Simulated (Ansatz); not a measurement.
# GaH₅OSi: ionisation energy by level of theory

How much energy removes an electron from GaH₅OSi at fixed geometry? The cation is run at each level and the neutral's energy taken from earlier runs.

Program: Ansatz 0.2.0, Gaussian basis. Level of theory: unrestricted cation, the program's frozen cores in correlated methods. These are calculated values, not measurements.

Levels to be run: UKS PBE-D4/def2-TZVPP; UKS r2SCAN-D4/def2-TZVPP; UKS PBE0-D4/def2-TZVPP; UKS B3LYP-D4/def2-TZVPP; UKS wB97X-V/def2-TZVPP; UKS wB97M-V/def2-TZVPP; UKS B2PLYP/def2-TZVPP; UHF-CCSD(T)/def2-TZVPP; UHF-MP2/def2-QZVPP; extrapolation to the limit; then −ε(HOMO) from the neutral's earlier runs with LDA (SPW92), PBE-D4, revPBE-D4, BLYP-D4, r2SCAN-D4, B97M-V, PBE0-D4, B3LYP-D4, r2SCANh-D4, r2SCAN0-D4, HSE06-D4, BHLYP-D4, CAM-B3LYP-D4, LC-ωPBE, ωB97X-V, ωB97M-V.

## 1. Structure used throughout

An earlier PBE0-D4 in a triple-zeta def2 set relaxation fixed the geometry.

SMILES `[SiH3][O][GaH2]`, 8 atoms, charge 0, spin multiplicity 1.

Atoms are counted from 1 here; the program's logs count them from 0.

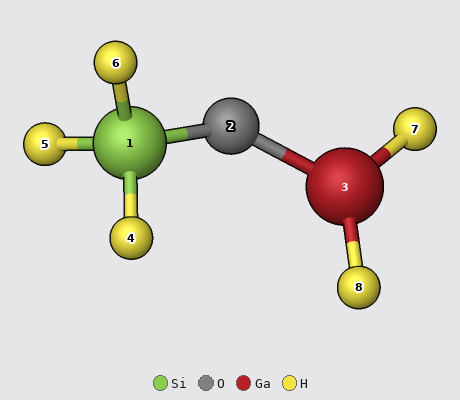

The structure; silicon green, oxygen grey, gallium red, hydrogen yellow; atoms are numbered from 1 in the order of the file.

## 2. Cation, UKS PBE-D4/def2-TZVPP

in.yaml reads:

```yaml
crystal:
  periodic: [false, false, false]
  atoms:
    - {symbol: Si, position_ang: [-0.737425, 1.063965, -0.430255]}
    - {symbol: O, position_ang: [0.574871, 0.286270, 0.142357]}
    - {symbol: Ga, position_ang: [1.078612, -1.364926, 0.596177]}
    - {symbol: H, position_ang: [-1.875892, 0.124105, -0.648002]}
    - {symbol: H, position_ang: [-0.414931, 1.717695, -1.727164]}
    - {symbol: H, position_ang: [-1.170827, 2.108796, 0.536098]}
    - {symbol: H, position_ang: [2.547488, -1.457217, 1.099353]}
    - {symbol: H, position_ang: [-0.001887, -2.478687, 0.431436]}
basis:
  gaussian: {orbitals: def2-TZVPP}
total_charge: 1
magnetization: {spin_polarized: true, initial_magnetization: 1}
hamiltonian: {xc: pbe, dispersion: d4}
```

The run is started by

```console
$ ansatz run in.yaml --threads 4 --pin off --events-out ev --progress --plain --max-ram 10444MiB
```

Output:

```text
Functional definition: PBE
  name "PBE"
  cite "Perdew, Burke & Ernzerhof, Phys. Rev. Lett. 77, 3865 (1996) doi:10.1103/PhysRevLett.77.3865"
  parent pbe
  parameter kappa = 0.804
  parameter beta = 0.06672455060314922
  exchange = pbe_x(kappa = kappa, mu = beta*pi^2/3)
  correlation = pbe_c(beta = beta)
1102 factors; their error is unknown
mean field evaluation 1: about -62339.8127 eV, gradient 7.9e1 eV
mean field evaluation 2: about -62098.9127 eV, gradient 1.7e2 eV
mean field evaluation 4: about -62357.9887 eV, gradient 2.4e1 eV
mean field evaluation 8: about -62361.9155 eV, gradient 5.1e0 eV
mean field evaluation 16: about -62362.0971 eV, gradient 1.8e0 eV
mean field evaluation 32: about -62360.5701 eV, gradient 1.0e1 eV
mean field -62362.11984598 eV, -2291.7656337766 hartree, gradient 7.8e-6 eV, S^2 0.754065; 4 other end points of the search recorded, 0 dependent functions left out
reference -62362.11989517 eV, -2291.7656355846 hartree; 29, 28 occupied and 162, 163 virtual orbitals, 1102 factors
Total energy: -62362.24341517 eV, -2291.7701748608 hartree
```

Wall time 8 s (4 threads of Arm Neoverse V2, shared host); peak memory 0.46 GiB.

The neutral molecule at this level: -62372.1858 eV. Difference: 9.942 eV. ⟨S²⟩ = 0.754.

## 3. Cation, UKS r2SCAN-D4/def2-TZVPP

in.yaml, as its differences from that of step 2:

```diff
@@ -15,2 +15,2 @@
 magnetization: {spin_polarized: true, initial_magnetization: 1}
-hamiltonian: {xc: pbe, dispersion: d4}
+hamiltonian: {xc: r2scan, dispersion: d4}
```

Launched as before.

Output (excerpt; [...] marks lines left out):

```text
Functional definition: r2SCAN
  name "r2SCAN"
  cite "Furness, Kaplan, Ning, Perdew & Sun, J. Phys. Chem. Lett. 11, 8208 (2020) doi:10.1021/acs.jpclett.0c02405"
  cite "Furness, Kaplan, Ning, Perdew & Sun, J. Phys. Chem. Lett. 11, 9248 (2020) doi:10.1021/acs.jpclett.0c03077"
  parent r2scan
[...]
1102 factors; their error is unknown
[...]
mean field -62374.48473508 eV, -2292.2200350699 hartree, gradient 9.2e-6 eV, S^2 0.759564; 4 other end points of the search recorded, 0 dependent functions left out
reference -62374.48475277 eV, -2292.2200357200 hartree; 29, 28 occupied and 162, 163 virtual orbitals, 1102 factors
Total energy: -62374.51268873 eV, -2292.2210623477 hartree
```

Run time: 16 s. Hardware: 4 threads of Arm Neoverse V2, shared host; peak memory 0.52 GiB.

The neutral molecule at this level: -62384.6468 eV. Difference: 10.134 eV. ⟨S²⟩ = 0.760.

## 4. Cation, UKS PBE0-D4/def2-TZVPP

in.yaml, as its differences from that of step 3:

```diff
@@ -15,2 +15,2 @@
 magnetization: {spin_polarized: true, initial_magnetization: 1}
-hamiltonian: {xc: r2scan, dispersion: d4}
+hamiltonian: {xc: pbe0, dispersion: d4}
```

Same command.

Output:

```text
Functional definition: PBE0
  name "PBE0"
  cite "Adamo & Barone, J. Chem. Phys. 110, 6158 (1999) doi:10.1063/1.478522"
  cite "Perdew, Burke & Ernzerhof, Phys. Rev. Lett. 77, 3865 (1996) doi:10.1103/PhysRevLett.77.3865"
  parent pbe
  parameter a = 0.25
  parameter kappa = 0.804
  parameter beta = 0.06672455060314922
  exchange = (1 - a)*pbe_x(kappa = kappa, mu = beta*pi^2/3) + a*exact_x
  correlation = pbe_c(beta = beta)
1150 factors; their error is unknown
mean field evaluation 1: about -62346.2397 eV, gradient 6.8e1 eV
mean field evaluation 2: about -62170.2860 eV, gradient 1.5e2 eV
mean field evaluation 4: about -62360.8546 eV, gradient 1.5e1 eV
mean field evaluation 8: about -62363.3863 eV, gradient 3.9e0 eV
mean field evaluation 16: about -62363.6990 eV, gradient 8.1e-2 eV
mean field evaluation 32: about -62363.7026 eV, gradient 9.9e-6 eV
mean field -62363.70256132 eV, -2291.8237974925 hartree, gradient 3.0e-6 eV, S^2 0.761289; 3 other end points of the search recorded, 0 dependent functions left out
reference -62363.70259820 eV, -2291.8237988481 hartree; 29, 28 occupied and 162, 163 virtual orbitals, 1150 factors
Total energy: -62363.80711435 eV, -2291.8276397456 hartree
```

Wall time 11 s (4 threads of Arm Neoverse V2, shared host); peak memory 0.83 GiB.

The neutral molecule at this level: -62374.1748 eV. Difference: 10.368 eV. ⟨S²⟩ = 0.761.

## 5. Cation, UKS B3LYP-D4/def2-TZVPP

in.yaml, as its differences from that of step 4:

```diff
@@ -15,2 +15,2 @@
 magnetization: {spin_polarized: true, initial_magnetization: 1}
-hamiltonian: {xc: pbe0, dispersion: d4}
+hamiltonian: {xc: {name: B3LYP}, dispersion: d4}
```

Same command.

Output (excerpt; [...] marks lines left out):

```text
Functional definition: B3LYP
  name "B3LYP"
  cite "Stephens, Devlin, Chabalowski & Frisch, J. Phys. Chem. 98, 11623 (1994) doi:10.1021/j100096a001"
  cite "Becke, Phys. Rev. A 38, 3098 (1988) doi:10.1103/PhysRevA.38.3098"
  cite "Lee, Yang & Parr, Phys. Rev. B 37, 785 (1988) doi:10.1103/PhysRevB.37.785"
  cite "Vosko, Wilk & Nusair, Can. J. Phys. 58, 1200 (1980) doi:10.1139/p80-159"
[...]
1140 factors; their error is unknown
[...]
mean field -62378.52995066 eV, -2292.3686940006 hartree, gradient 8.6e-6 eV, S^2 0.759597; 3 other end points of the search recorded, 0 dependent functions left out
reference -62378.53023954 eV, -2292.3687046166 hartree; 29, 28 occupied and 162, 163 virtual orbitals, 1140 factors
Total energy: -62378.73240196 eV, -2292.3761339487 hartree
```

It took 11 s on 4 threads of Arm Neoverse V2, shared host; peak memory 0.83 GiB.

The neutral molecule at this level: -62389.1178 eV. Difference: 10.385 eV. ⟨S²⟩ = 0.760.

## 6. Cation, UKS wB97X-V/def2-TZVPP

in.yaml, as its differences from that of step 5:

```diff
@@ -15,2 +15,2 @@
 magnetization: {spin_polarized: true, initial_magnetization: 1}
-hamiltonian: {xc: {name: B3LYP}, dispersion: d4}
+hamiltonian: {xc: {name: wB97X-V}}
```

Launched as before.

Output (excerpt; [...] marks lines left out):

```text
Functional definition: wB97X-V
  name "wB97X-V"
  cite "Mardirossian & Head-Gordon, Phys. Chem. Chem. Phys. 16, 9904 (2014) doi:10.1039/C3CP54374A"
  cite "Becke, J. Chem. Phys. 107, 8554 (1997) doi:10.1063/1.475007"
  cite "Vydrov & Van Voorhis, J. Chem. Phys. 133, 244103 (2010) doi:10.1063/1.3521275"
[...]
      + integral(e_c_pw_opposite_spin*poly(b97_u_opposite, cos0, cos1)) + vv10(b, c)
1140 factors; their error is unknown
264 factors; integrals over basis functions are off by at most 1.2e-5 eV
[...]
mean field -62369.21588652 eV, -2292.0264084568 hartree, gradient 8.7e-6 eV, S^2 0.762955; 4 other end points of the search recorded, 0 dependent functions left out
reference -62369.21588423 eV, -2292.0264083725 hartree; 29, 28 occupied and 162, 163 virtual orbitals, 1140 factors
Total energy: -62369.21588423 eV, -2292.0264083725 hartree
```

Wall time 29 s (4 threads of Arm Neoverse V2, shared host); peak memory 1.1 GiB.

Less the neutral's -62379.9700 eV (earlier run), this gives 10.754 eV. ⟨S²⟩ = 0.763.

## 7. Cation, UKS wB97M-V/def2-TZVPP

in.yaml, as its differences from that of step 6:

```diff
@@ -15,2 +15,2 @@
 magnetization: {spin_polarized: true, initial_magnetization: 1}
-hamiltonian: {xc: {name: wB97X-V}}
+hamiltonian: {xc: {name: wB97M-V}}
```

The command is unchanged.

Output (excerpt; [...] marks lines left out):

```text
Functional definition: wB97M-V
  name "wB97M-V"
  cite "Mardirossian & Head-Gordon, J. Chem. Phys. 144, 214110 (2016) doi:10.1063/1.4952647"
  cite "Becke, J. Chem. Phys. 107, 8554 (1997) doi:10.1063/1.475007"
  cite "Vydrov & Van Voorhis, J. Chem. Phys. 133, 244103 (2010) doi:10.1063/1.3521275"
  # Of w^i u^j: cxij and so on, Table III.
[...]
  gx(w, u) = 1 - cx + cx01*u + cx10*w
  gss(w, u) = css00 + css04*u^4 + css10*w + css20*w^2 + css43*w^4*u^3
  gos(w, u) = cos00 + cos10*w + (cos20 + cos21*u)*w^2 + (cos60 + cos61*u)*w^6
[...]
      + integral(e_c_pw_mod_opposite_spin*gos(b97_w_opposite, b97_u_opposite)) + vv10(b, c)
1140 factors; their error is unknown
264 factors; integrals over basis functions are off by at most 1.2e-5 eV
[...]
mean field -62371.61596389 eV, -2292.1146096732 hartree, gradient 9.5e-6 eV, S^2 0.761042; 4 other end points of the search recorded, 0 dependent functions left out
reference -62371.61602049 eV, -2292.1146117532 hartree; 29, 28 occupied and 162, 163 virtual orbitals, 1140 factors
Total energy: -62371.61602049 eV, -2292.1146117532 hartree
```

Wall time 34 s (4 threads of Arm Neoverse V2, shared host); peak memory 1.1 GiB.

Less the neutral's -62382.3068 eV (earlier run), this gives 10.691 eV. ⟨S²⟩ = 0.761.

## 8. Cation, UKS B2PLYP (frozen core)/def2-TZVPP

in.yaml, as its differences from that of step 7:

```diff
@@ -15,2 +15,2 @@
 magnetization: {spin_polarized: true, initial_magnetization: 1}
-hamiltonian: {xc: {name: wB97M-V}}
+hamiltonian: {xc: {name: B2PLYP}}
```

Same command.

Output (excerpt; [...] marks lines left out):

```text
Functional definition: B2PLYP
  name "B2PLYP"
  cite "Grimme, J. Chem. Phys. 124, 034108 (2006) doi:10.1063/1.2148954"
  cite "Becke, Phys. Rev. A 38, 3098 (1988) doi:10.1103/PhysRevA.38.3098"
  cite "Lee, Yang & Parr, Phys. Rev. B 37, 785 (1988) doi:10.1103/PhysRevB.37.785"
[...]
1135 factors; integrals over basis functions are off by at most 1.2e-3 eV
[...]
mean field -62356.35204751 eV, -2291.5536710926 hartree, gradient 7.9e-6 eV, S^2 0.773673; 4 other end points of the search recorded, 0 dependent functions left out
15 core orbitals not correlated: weight in the atoms' cores, before any rotation towards them, 1.000 or more for the frozen orbitals, at most 0.000 for the correlated occupied ones
reference -62356.35222973 eV, -2291.5536777889 hartree; 14, 13 occupied and 162, 163 virtual orbitals, 1135 factors
second order -18.99328411 eV of doubles, -0.00000000 eV of singles
Total energy: -62361.48041644 eV, -2291.7421351745 hartree
```

Run time: 17 s. Hardware: 4 threads of Arm Neoverse V2, shared host; peak memory 0.69 GiB.

The neutral molecule at this level: -62372.1353 eV. Difference: 10.655 eV. ⟨S²⟩ = 0.774.

## 9. Cation, UHF-CCSD(T)/def2-TZVPP

in.yaml, as its differences from that of step 8:

```diff
@@ -15,2 +15,3 @@
 magnetization: {spin_polarized: true, initial_magnetization: 1}
-hamiltonian: {xc: {name: B2PLYP}}
+correlation: {method: ccsd_t}
+scf: {omitted_lower_state_checks: [cluster_reference]}
```

The command is unchanged.

Output (excerpt; [...] marks lines left out):

```text
Functional definition: HF
  name "HF"
  cite "Fock, Z. Phys. 61, 126 (1930) doi:10.1007/BF01340294"
  parent pbe
[...]
1135 factors; integrals over basis functions are off by at most 1.2e-3 eV
[...]
mean field -62305.92396470 eV, -2289.7004732305 hartree, gradient 2.6e-6 eV, S^2 0.771284; 8 other end points of the search recorded, 0 dependent functions left out
15 core orbitals not correlated: weight in the atoms' cores, before any rotation towards them, 1.000 or more for the frozen orbitals, at most 0.000 for the correlated occupied ones
reference -62305.92396470 eV, -2289.7004732305 hartree; 14, 13 occupied and 162, 163 virtual orbitals, 1135 factors
second order -14.52981234 eV of doubles, -0.00000000 eV of singles
cycle   1  -14.94139925 eV  change   -4.1e-1 eV  update   1.3e-1
[...]
cycle  17  -15.90100357 eV  change    4.3e-7 eV  update   2.7e-5
perturbative correction -0.58956464 eV, -0.0216661009 hartree
Total energy: -62322.41453290 eV, -2290.3064904344 hartree
Checks for a lower state left out: cluster_reference
```

Run time: 3.1 min. Hardware: 4 threads of Arm Neoverse V2, shared host; peak memory 5.1 GiB.

Less the neutral's -62333.2972 eV (earlier run), this gives 10.883 eV. ⟨S²⟩ = 0.771. T1 = 0.051 (report).

## 10. Cation, UHF-MP2/def2-QZVPP

in.yaml, as its differences from that of step 9:

```diff
@@ -12,6 +12,6 @@
 basis:
-  gaussian: {orbitals: def2-TZVPP}
+  gaussian: {orbitals: "def2-QZVPP.json"}
 total_charge: 1
 magnetization: {spin_polarized: true, initial_magnetization: 1}
-correlation: {method: ccsd_t}
+correlation: {method: mp2}
 scf: {omitted_lower_state_checks: [cluster_reference]}
```

Launched as before.

Output (excerpt; [...] marks lines left out):

```text
Functional definition: HF
  name "HF"
  cite "Fock, Z. Phys. 61, 126 (1930) doi:10.1007/BF01340294"
  parent pbe
[...]
2228 factors; integrals over basis functions are off by at most 8.0e-4 eV
[...]
mean field -62307.42577591 eV, -2289.7556637747 hartree, gradient 2.8e-6 eV, S^2 0.771085; 8 other end points of the search recorded, 0 dependent functions left out
15 core orbitals not correlated: weight in the atoms' cores, before any rotation towards them, 1.000 or more for the frozen orbitals, at most 0.000 for the correlated occupied ones
reference -62307.42577591 eV, -2289.7556637747 hartree; 14, 13 occupied and 337, 338 virtual orbitals, 2228 factors
second order -21.93491129 eV of doubles, -0.00000000 eV of singles
Total energy: -62329.36068720 eV, -2290.5617568965 hartree
Checks for a lower state left out: cluster_reference
```

It took 2.6 min on 4 threads of Arm Neoverse V2, shared host; peak memory 1.8 GiB.

The neutral molecule at this level: -62340.9937 eV. Difference: 11.633 eV. ⟨S²⟩ = 0.771.

## 11. From triple and quadruple zeta to the limit

No new run: Hartree-Fock is extrapolated as exp(−7.88√X) and correlation as X^−2.97, with X = 3 and 4; only MP2 was run in the larger set, so CCSD(T) minus MP2 is added from the smaller one.

```csv
level,energy at the limit (eV)
HF,-62307.6326
MP2,-62335.0528
CCSD,-62336.4240
CCSD(T),-62337.0136
```

This is no true limit for total energies: MP2 correlation changes by a factor of 1.51 from triple to quadruple zeta (about 1.07 in light molecules), because outer-core shells are correlated in sets not made for them. Much of that cancels between molecule and atoms or ions.

The neutral's limit, from its own earlier runs, is -62348.0317 eV in the additive form (MP2 limit plus CCSD(T) minus MP2 in triple zeta), in which the cation has -62337.0136 eV.

## 12. Ionisation energies side by side

Differences are taken before rounding.

```csv
method,ionisation energy (eV),from CCSD(T)/CBS (eV),time
PBE-D4,9.94,-1.08,9.4 s
r2SCAN-D4,10.13,-0.88,19 s
PBE0-D4,10.37,-0.65,12 s
B3LYP-D4,10.39,-0.63,14 s
ωB97X-V,10.75,-0.26,34 s
ωB97M-V,10.69,-0.33,41 s
B2PLYP,10.65,-0.36,20 s
HF/def2-TZVPP,9.86,-1.16,
MP2/def2-TZVPP,11.56,+0.54,
CCSD/def2-TZVPP,10.88,-0.14,
CCSD(T)/def2-TZVPP,10.88,-0.14,3.6 min
CCSD(T)/CBS,11.02,0,6.4 min
```

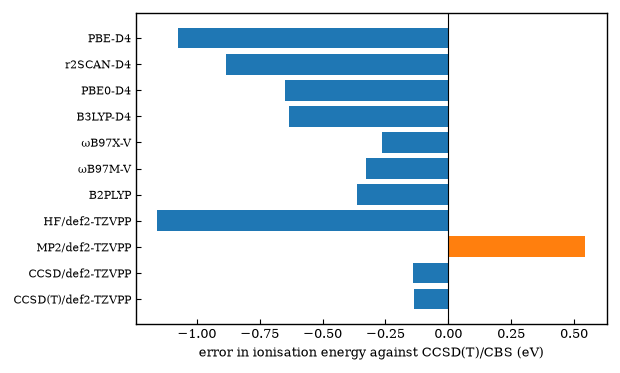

Error of each method against CCSD(T)/CBS.

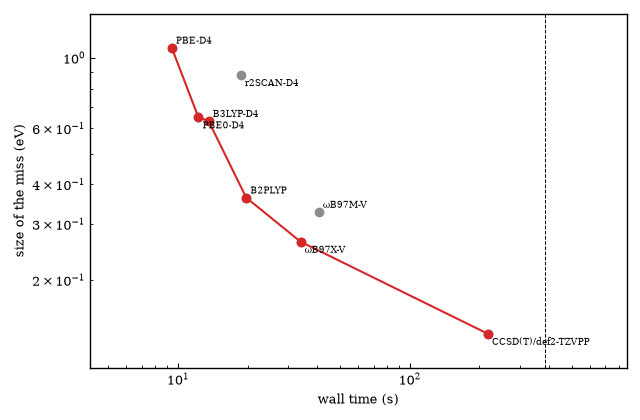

Miss against cost. Red marks the levels that no quicker level drawn beats (of those quicker than the yardstick), and the dashed line is the time of CCSD(T)/CBS. Times are from a shared host.

Times add the cation's run and the neutral's; HF, MP2 and CCSD come out of the CCSD(T) runs.

For comparison, −ε(HOMO) of the neutral from earlier runs:

```csv
functional,−ε(HOMO) (eV),by energy difference (eV)
LDA (SPW92),7.06,
PBE-D4,6.97,9.94
revPBE-D4,6.93,
BLYP-D4,6.89,
r2SCAN-D4,7.30,10.13
B97M-V,7.45,
PBE0-D4,8.36,10.37
B3LYP-D4,8.16,10.39
r2SCANh-D4,7.82,
r2SCAN0-D4,8.59,
HSE06-D4,7.96,
BHLYP-D4,9.69,
CAM-B3LYP-D4,9.77,
LC-ωPBE,11.10,
ωB97X-V,10.78,10.75
ωB97M-V,10.64,10.69
```

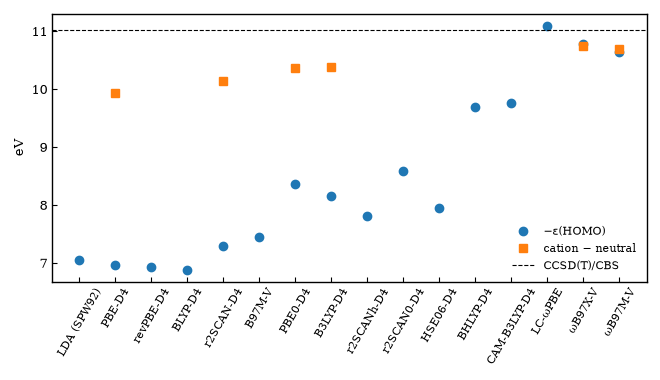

Orbital estimates and energy differences by functional.

## 13. What came out

| quantity | value |
| --- | --- |
| ionisation energy, CCSD(T)/CBS | 11.02 eV |
| nearest functional by difference | ωB97X-V (-0.26 eV) |
| nearest −ε(HOMO) | LC-ωPBE (+0.08 eV) |
| −ε(HOMO) of PBE | 6.97 eV |
| T1 of the cation | 0.051 |

What this shows: By cation minus neutral, the functionals miss by 1.08 eV at most. −ε(HOMO) of PBE misses by 4.0 eV, since self-interaction lifts the level. Among orbital estimates LC-ωPBE comes nearest. Hartree-Fock falls 1.16 eV short, as the neutral has more correlation energy than the cation. The cation's T1 (from the report) is 0.051, above the customary mark of 0.045 for open shells, so the coupled-cluster value is less safe. The cation may have settled in a state other than its lowest; no search over hole states beyond the program's own was made. Correlated methods include outer-core shells of Ga, which these sets cover unevenly. With outer-core shells in play the reference is unsure by up to some tenths of an eV, so close misses can't be ranked.

For cost: CCSD(T)/def2-TZVPP gets within 0.14 eV in 3.6 min, where CCSD(T)/CBS took 6.4 min; the quickest level in the cost chart, PBE-D4, takes 9.4 s and misses by 1.08 eV.
